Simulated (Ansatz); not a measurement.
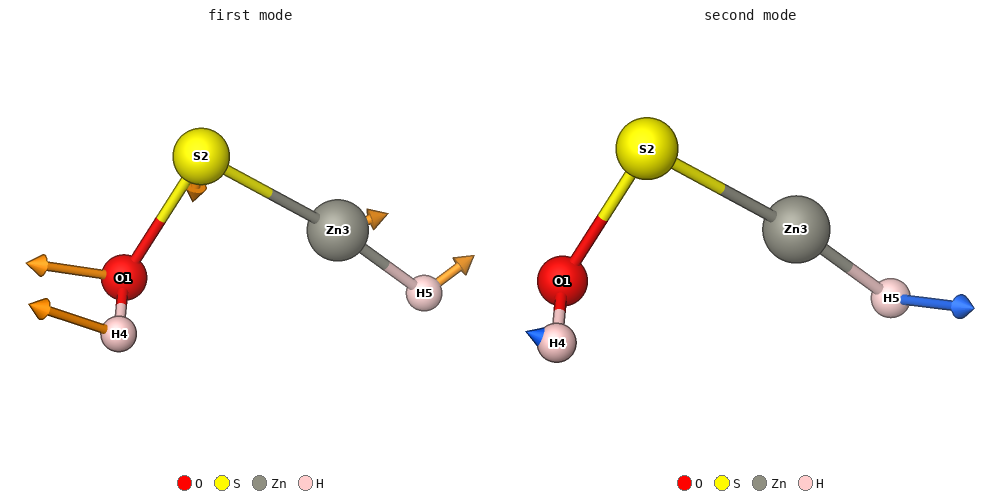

The system is H₂OSZn, SMILES O[S][ZnH]; the picture shows the reference structure; its two panels give the patterns of the first and the second mode as arrows. 
- First axis: normal mode 1 (67 cm⁻¹). Second axis: normal mode 4 (415 cm⁻¹).
- Nothing is relaxed (straight displacements along the two mass-weighted modes).
- The scan uses a 15 × 15 grid.
- Points are written as (first, second).
- All energies are given in cm⁻¹ relative to the lowest grid point.
- These are results of RKS PBE-D4/def2-SVP in Ansatz, not measurements.

Its coordinates:

```xyz
5

O    -1.0615   -0.1379   -0.8322
S    -1.0407    0.8913    0.6174
Zn    1.0806    0.3453    0.4804
H    -1.4987   -0.9592   -0.5279
H     2.5203   -0.1395    0.2623
```

Range: normal mode 1 (67 cm⁻¹) from −2.084 to 2.084 amu½·Å; normal mode 4 (415 cm⁻¹) from −0.475 to 0.475 amu½·Å.

Q: What landscape does the calculation give?

A: The lowest grid point is at (0.000 amu½·Å, 0.000 amu½·Å). It is the only kind of minimum in the scanned range. The highest grid point, (−2.084 amu½·Å, −0.475 amu½·Å), lies 2366 cm⁻¹ above the lowest.

| normal mode 4 (415 cm⁻¹) ↓, normal mode 1 (67 cm⁻¹) → | −2.084 | −1.787 | −1.489 | −1.191 | −0.893 | −0.596 | −0.298 | 0.000 | 0.298 | 0.596 | 0.893 | 1.191 | 1.489 | 1.787 | 2.084 |
| --- | --- | --- | --- | --- | --- | --- | --- | --- | --- | --- | --- | --- | --- | --- | --- |
| 0.475 | 1552 | 1154 | 921 | 798 | 743 | 725 | 726 | 733 | 739 | 746 | 757 | 781 | 829 | 916 | 1059 |
| 0.407 | 1392 | 978 | 732 | 598 | 534 | 511 | 507 | 510 | 515 | 522 | 534 | 559 | 609 | 698 | 843 |
| 0.339 | 1280 | 850 | 591 | 446 | 374 | 344 | 336 | 337 | 341 | 347 | 360 | 388 | 441 | 533 | 681 |
| 0.271 | 1208 | 764 | 492 | 336 | 256 | 220 | 207 | 206 | 209 | 217 | 232 | 262 | 318 | 414 | 566 |
| 0.203 | 1172 | 712 | 427 | 262 | 173 | 131 | 114 | 111 | 115 | 123 | 141 | 174 | 235 | 335 | 492 |
| 0.136 | 1166 | 690 | 393 | 217 | 120 | 72 | 53 | 48 | 52 | 62 | 83 | 120 | 185 | 291 | 453 |
| 0.068 | 1185 | 695 | 385 | 198 | 94 | 41 | 18 | 12 | 16 | 29 | 53 | 95 | 166 | 278 | 446 |
| 0.000 | 1227 | 723 | 400 | 204 | 92 | 33 | 7 | 0 | 5 | 20 | 49 | 96 | 172 | 291 | 465 |
| −0.068 | 1293 | 774 | 439 | 233 | 113 | 49 | 20 | 12 | 18 | 36 | 68 | 121 | 203 | 329 | 510 |
| −0.136 | 1383 | 850 | 503 | 287 | 160 | 90 | 57 | 48 | 55 | 76 | 112 | 170 | 259 | 391 | 581 |
| −0.203 | 1502 | 955 | 596 | 369 | 234 | 159 | 123 | 112 | 120 | 143 | 184 | 247 | 342 | 481 | 678 |
| −0.271 | 1654 | 1092 | 721 | 485 | 341 | 260 | 220 | 208 | 216 | 241 | 285 | 354 | 455 | 601 | 805 |
| −0.339 | 1844 | 1269 | 886 | 639 | 487 | 399 | 355 | 341 | 349 | 376 | 423 | 496 | 603 | 755 | 965 |
| −0.407 | 2079 | 1491 | 1095 | 838 | 677 | 583 | 534 | 517 | 524 | 552 | 602 | 679 | 791 | 949 | 1166 |
| −0.475 | 2366 | 1764 | 1357 | 1089 | 919 | 818 | 764 | 743 | 749 | 777 | 829 | 909 | 1025 | 1188 | 1410 |

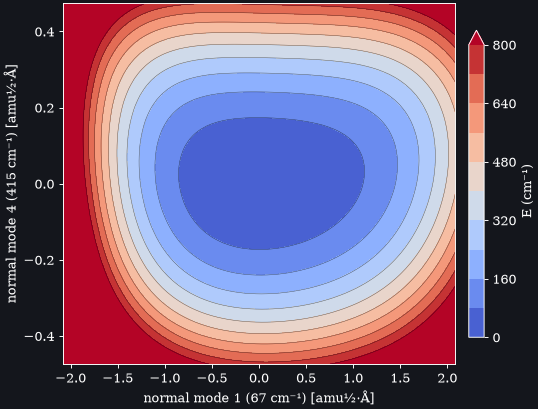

Drawn: filled contours, one colour for all values above the top of the scale. Between grid points the surface is interpolated.

The whole map (225 points run) took 11 min on 1 thread of Arm Neoverse V2, with other jobs on the host.
